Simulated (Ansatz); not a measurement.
# What LiZnI3 (model cell, started as cubic perovskite with Zn in the octahedra) distorts into, part 3 of 3

Aim: this structure of LiZnI3 (model cell, started as cubic perovskite with Zn in the octahedra) is to be tested for unstable modes, and one is followed downhill.

Ansatz 0.2.0; DFT PBEsol, scalar-relativistic, plane waves, PAW; PAW set soft_1.

So far. Step 5 (Energy along the mode, all amplitudes (two of the runs …): The lowest of the steps tried is the last one, at 0.6 Å, 26.1 meV/atom below the parent; the bottom of the well need not coincide with a step. Step 7 (The new phase in its own primitive cell): The largest force component left is 0.42 meV/Å and the pressure is -0.002 GPa, within the tolerances set. The cell now holds 44.30 Å³/atom. The relaxed cell has a = 8.241, c = 11.298 Å (conventional setting).

The structure was built from a prototype and need not be the compound's stable phase.

### Step 8. Modes of the new phase, occupations fixed

A relaxed structure may still be a saddle point, so its zone-centre modes are computed. The response to a homogeneous field gives the Born charges and the dielectric tensor.

File input.yaml:

```yaml
crystal:
  lattice:
    - [4.1207165379, 2.3790968024, 3.7659845742]
    - [-4.1207165379, 2.3790968024, 3.7659845742]
    - [0.0, -4.7581936049, 3.7659845742]
  atoms:
    - { symbol: Li, position: [0.1414086568, 0.1414086568, 0.1414086568] }
    - { symbol: Zn, position: [0.5759195792, 0.5759195792, 0.5759195792] }
    - { symbol: I, position: [0.4401518134, 0.9614943869, 0.4401518134] }
    - { symbol: I, position: [0.9614943869, 0.4401518134, 0.4401518134] }
    - { symbol: I, position: [0.4401518134, 0.4401518134, 0.9614943869] }
kpoints:
  mp_grid: { grid: [6, 6, 6] }
hamiltonian:
  xc: pbesol
  pseudopotentials: { kind: paw, azcp: { folder: soft_1 }, xc_functional: pbe }
scf:
  occupations: { method: fixed }
output:
  eigenvalues: true
phonons:
  method: dfpt
  dielectric: true
  rigid_motions: translations
```

On the command line:

```console
$ ansatz run input.yaml --threads 4 --pin off --max-ram 16384MiB --backend cpu --events-out ev --progress --plain --runs-dir out
```

Numbers of over 12 decimals in the logs are rounded to 6 here.

Output:

```text
[...]
Crystal: 5 atoms, lattice volume = 221.521 Å³
Basis set: ecut = 420 eV, 4303 PW (Γ), exchange–correlation on 90×90×90 points (8 copies of the dense FFT grid, shifted against one another)
Bands: 40, of which v1, the nominal top of the filled ones, is band 33 counted from 1 (32 counted from 0)
Symmetry: 6 space group operations
k-points: 112 of 216 (irreducible under 1 space group operation, time reversal used)
[...]
SCF iter   1: F=—  HF=-25785.276198 eV  |F-HF|=—  |Δ(HF+E_count)|=         —  Δρ=4.84e-2  dr2=3.89e0  ethr=3.10e-3  ⟨swp⟩=5.2  Hψ=17268  notcnv=0  defer=494
[...]
SCF iter  14: F=-25784.085139 eV  HF=-25784.085139 eV  |F-HF|=1.46e-11  |Δ(HF+E_count)|=  1.09e-11  Δρ=6.87e-8  dr2=8.72e-12  ethr=1.00e-12  ⟨swp⟩=6.0  Hψ=20136  notcnv=0
SCF 1 converged in 14 iterations: F = -25784.085139 eV  dr2 = 8.72e-12
[...]
NSCF: frozen V_eff on 6 k-points
DFPT response loops at Γ: preconditioner auto → none (the input reference at scf.mixing.eps_inf says where Resta's filter doesn't serve); β = 0.50; Broyden in place of MSR1
── the response to a field inside a basis, on 6×6×6 k-points: an SCF that follows is theirs, and a resumed run solves both again ──
Bands: 34, of which v1, the nominal top of the filled ones, is band 33 counted from 1 (32 counted from 0)
k-points: 28 of 216 (time reversal used)
[...]
Eigensolver: Dense (28 Hₖ)
SCF iter   1: F=—  HF=-25784.000078 eV  |F-HF|=—  |Δ(HF+E_count)|=         —  Δρ=1.34e-4  dr2=1.47e-5  ethr=1.00e-1
[...]
SCF iter   5: F=-25784.000102 eV  HF=-25784.000102 eV  |F-HF|=5.61e-8  |Δ(HF+E_count)|=   7.10e-8  Δρ=2.88e-6  dr2=6.39e-8  ethr=4.09e-10
SCF 1 converged in 5 iterations: F = -25784.000102 eV  dr2 = 6.39e-8
[...]
SCF converged after 14 iterations
Free energy (F): -25784.085139 eV
[...]
Internal energy: -25784.085139 eV  (E = F + TS)
E sigma→0 (E₀):  -25784.085139 eV
Fermi energy:    1.811511 eV
[...]
--- Band table (eV; the first three rows and the last of 112) ---
  k-point 0: bands = [... 29 lower, 1.0189, 1.4162, 1.4399, 1.4399, 3.3324, 5.1999, 5.7625, 7.1087, ... 3 higher]
  k-point 1: bands = [... 29 lower, 0.9005, 1.2573, 1.2579, 1.4501, 3.7284, 5.4154, 5.9536, 7.1744, ... 3 higher]
  k-point 2: bands = [... 29 lower, 0.6089, 0.9525, 1.1094, 1.4369, 4.4908, 5.8728, 6.3345, 7.3037, ... 3 higher]
  k-point 111: bands = [... 29 lower, 1.0857, 1.4502, 1.4502, 1.8115, 4.6126, 5.8360, 7.2850, 7.2850, ... 3 higher]
--- Phonons (Γ-DFPT): 6 representative perturbations + reference, on 112 of 216 k-points (Σ response iterations 22) ---
  k mesh reduced under 1 symmetry operation, with k and −k counted as one. Each operation leaves every solved perturbation unchanged. A smaller set is not considered because the run solves the response to a homogeneous field
  ASR residual: 1.309e-4 → 0.000e0 eV/Å²; symmetrization residual: 4.251e-6 eV/Å²
  ASR residual per site (eV/Å²): 4.66e-8 1.31e-4 9.86e-6 9.86e-6 1.16e-5
[...]
ε∞ (high-frequency dielectric tensor):
        3.861319     0.000000     0.000000
        0.000000     3.861319     0.000000
        0.000000     0.000000     2.793094
  softest optical mode at Γ: -23.29 cm⁻¹; the repairs (sum rule, projections) moved no ω² at Γ by more than (1.75 cm⁻¹)²
  Born effective charges Z* (e; rows j = field, columns β = displacement):
    site 0:
         1.35865    0.00000    0.00000
         0.00000    1.35865    0.00000
        -0.00000    0.00000    0.94758
    site 1:
         2.44507    0.00000    0.00000
         0.00000    2.44507    0.00000
        -0.00000    0.00000    0.79907
    site 2:
        -1.67188    0.69971    0.01511
         0.69971   -0.86393   -0.00872
         0.08985   -0.05188   -0.58222
    site 3:
        -1.67188   -0.69971   -0.01511
        -0.69971   -0.86393   -0.00872
        -0.08985   -0.05188   -0.58222
    site 4:
        -0.45995    0.00000    0.00000
         0.00000   -2.07586    0.01745
        -0.00000    0.10375   -0.58222
  Z* charge neutrality: 6.739e-3 e pre-enforcement
  solved inside a basis spanned on kpoints, on 6×6×6 k-points, its susceptibility summed on 10×10×10: ε∞ is read to err by 1.3e-2, Z* by 2.1e-2 e (field_mesh: kpoints solves on kpoints); Z* is corrected for what the basis lacks
  optical modes at Γ without the LO–TO term, one row a degenerate level:
      ω (cm⁻¹)  modes    IR ((D/Å)²/amu)
        -23.29      1             0.0000
         14.31      2             0.7509
         42.45      2             0.0766
         68.81      1             0.0804
        138.92      1             0.4195
        196.88      2            17.9119
        214.52      2             0.2184
        239.75      1             2.9011
  optical modes at Γ + LO–TO along q̂ = [1.0000, 0.0000, 0.0000]:
      ω (cm⁻¹)  modes    IR ((D/Å)²/amu)
        -23.29      1             0.0000
         14.31      1             0.3755
         27.57      1             0.1278
         42.45      1             0.0383
         43.50      1             0.0333
         68.81      1             0.0804
        138.92      1             0.4195
        196.88      1             8.9560
        214.22      1             0.0229
        214.52      1             0.1092
        239.75      1             2.9011
        248.75      1             9.2949
  optical modes at Γ + LO–TO along q̂ = [0.0000, 1.0000, 0.0000]:
      ω (cm⁻¹)  modes    IR ((D/Å)²/amu)
        -23.29      1             0.0000
         14.31      1             0.3755
[...]
214.22      1             0.0229
        214.52      1             0.1092
        239.75      1             2.9011
        248.75      1             9.2949
  optical modes at Γ + LO–TO along q̂ = [0.0000, 0.0000, 1.0000]:
      ω (cm⁻¹)  modes    IR ((D/Å)²/amu)
        -23.29      1             0.0000
         14.31      2             0.7509
         42.45      2             0.0766
         70.36      1             0.0481
        143.01      1             0.2654
        196.88      2            17.9119
        214.52      2             0.2184
        260.45      1             3.0875
```

It took 6 min on 4 threads of Arm Neoverse V1, shared host; peak memory 3.9 GiB.

Numbers from this step:

| Item | Value |
| --- | --- |
| sum-rule residual before enforcement | 1.31e-4 eV/Å² |
| miss of the charge sum rule | 0.006739 e |
| estimated error of the dielectric tensor | 0.01336 |
| estimated error of the Born charges | 0.02106 e |
| point group | 3m |
| highest optical mode at the zone centre (no LO-TO term) | 239.8 cm⁻¹ |
| lowest optical zone-centre mode | -23.29 cm⁻¹ |
| mean high-frequency dielectric constant | 3.505 |
| largest Born charge (third of the trace) | 1.896 e |
| top of the zone-centre spectrum with the field | 260.4 cm⁻¹ |

Patterns of degenerate modes are one choice out of their space. Modes at Γ, with each element's share of the kinetic energy (negative means imaginary):

```csv
mode,frequency (cm⁻¹),symmetry,Li %,Zn %,I %
1,-23.3,A2,0,0,100
2,0.0,acoustic,2,14,84
3,0.0,acoustic,2,14,84
4,0.0,acoustic,2,14,84
5,14.3,E,6,5,90
6,14.3,E,6,5,90
7,42.5,E,0,9,91
8,42.5,E,0,9,91
9,68.8,A1,2,75,23
10,138.9,A1,4,11,85
11,196.9,E,69,11,19
12,196.9,E,69,11,19
13,214.5,E,23,60,16
14,214.5,E,23,60,16
15,239.8,A1,92,0,8
```

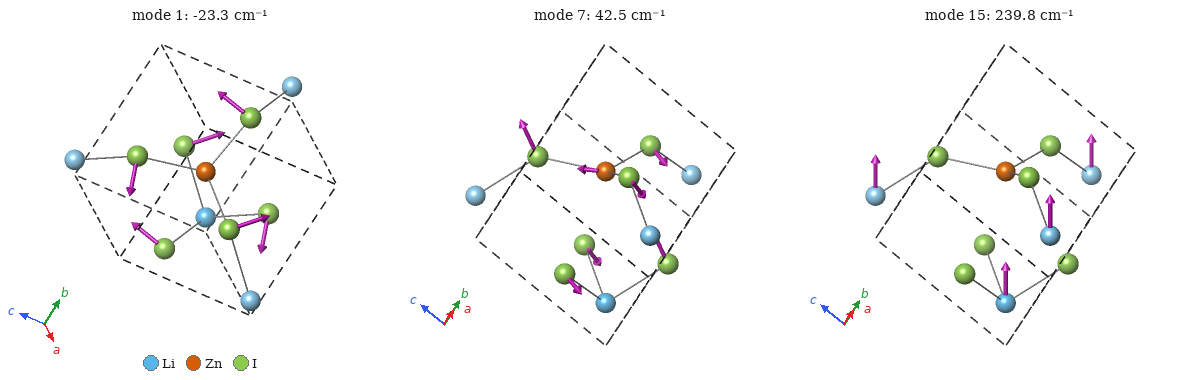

Displacement patterns of modes 1, 7 and 15 at Γ; arrows are exaggerated. Some periodic images of atoms are drawn too.

Optical modes at the zone centre, without and with the macroscopic field of the longitudinal modes; each column is sorted by frequency, so a row need not hold one and the same mode. Modes with and without the field, by row:

```csv
rank among optical modes,no field (cm⁻¹),"q along (1, 0, 0) (cm⁻¹)","q along (0, 0, 1) (cm⁻¹)"
1,-23.3,-23.3,-23.3
2,14.3,14.3,14.3
3,14.3,27.6,14.3
4,42.5,42.5,42.5
5,42.5,43.5,42.5
6,68.8,68.8,70.4
7,138.9,138.9,143
8,196.9,196.9,196.9
9,196.9,214.2,196.9
10,214.5,214.5,214.5
11,214.5,239.8,214.5
12,239.8,248.8,260.4
```

Born charge (rows field, columns displacement) (e), principal values of the symmetric part by kind of site:

```csv
atom,atoms with these values,low,middle,high,mean
Li1,1,0.95,1.36,1.36,1.22
Zn2,1,0.80,2.45,2.45,1.90
I3,3,-2.08,-0.58,-0.46,-1.04
```

In full for Zn2:

```
2.45 0.00 0.00
0.00 2.45 0.00
0.00 0.00 0.80
```

High-frequency dielectric tensor:

```
3.86 0.00 0.00
0.00 3.86 0.00
0.00 0.00 2.79
```

Transverse modes; imaginary modes are left out. Infrared lines, with heights relative to the strongest:

```csv
position (cm⁻¹),label,relative intensity
14,E,4.2
42,E,0.4
69,A1,0.4
139,A1,2.3
197,E,100
214,E,1.2
240,A1,16
```

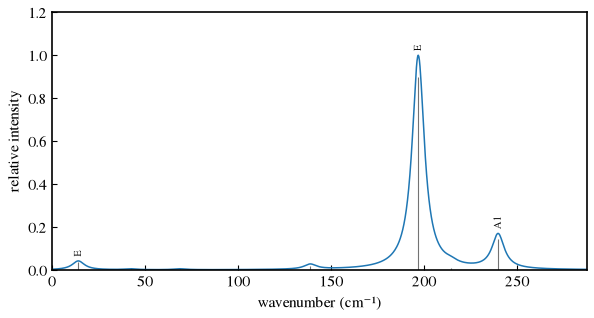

The infrared spectrum, broadened with Lorentzians of width 8 cm⁻¹; bars mark the lines.

Before it was imposed, the acoustic sum rule was missed by 1.3e-4 eV/Å² and the charge sum rule by 0.0067 e. Small misses are needed for a sound result but don't prove that mesh and cutoff are converged. The lowest optical mode is imaginary, 23.3i cm⁻¹, so the energy falls along it.

### Step 9. Outcome

```
unstable mode of the parent                                                      : q = (0, 0, 0), 171i cm⁻¹
depth at the lowest point sampled                                                : 26.1 meV/atom
largest atomic shift at that point                                               : 0.6 Å
space group reached (within 0.01 Å)                                              : R3m
energy gained over the parent (first relaxation, on the mesh of the frozen mode) : 153 meV/atom
volume per atom, phase reached                                                   : 44.3 Å³
gap on the k-mesh, phase reached                                                 : 1.52 eV
lowest optical zone-centre mode, phase reached                                   : -23.3 cm⁻¹
highest optical mode at the zone centre (no LO-TO term), phase reached           : 240 cm⁻¹
```

Along this mode the structure falls into R3m, 153 meV/atom below the parent. At the parent's cell the well is 26.09 meV/atom deep on the steps tried, with its lowest point at a shift of 0.6 Å. That is the last step tried, so the steps alone don't bracket the bottom of the well. Relaxing atoms and cell changes the gain by +127.01 meV/atom against the lowest step (energies at zero smearing). Most of the total comes from this relaxation. The new phase still has an imaginary mode at the zone centre of its cell, so it is a saddle point on the way to a lower structure. Of the 5 patterns followed to their end from this parent, this one ends 161 meV/atom above the lowest, Amm2. Each path keeps the symmetry of its pattern, so a lower phase may lie along a pattern not tried. With no gap, or one that is small against the smearing, the frequencies hang on the k mesh and the smearing, most of all near Kohn anomalies. Spin-orbit coupling is left out, which can matter for the heavy elements here. The PAW files were made for PBE and serve the other functionals too. The starting cell was built on a prototype and not taken from a measurement, so the phase need not exist.

[Logs are printed without paths, hosts, clocks, repeated set-up lines and the standing remarks that a program may print on its own settings, such as how far it seeks lower states.]

[Hosts, paths, dates, database ids (printed as entryN), source tags and the programs' standing remarks are cut or masked in the printed files.]
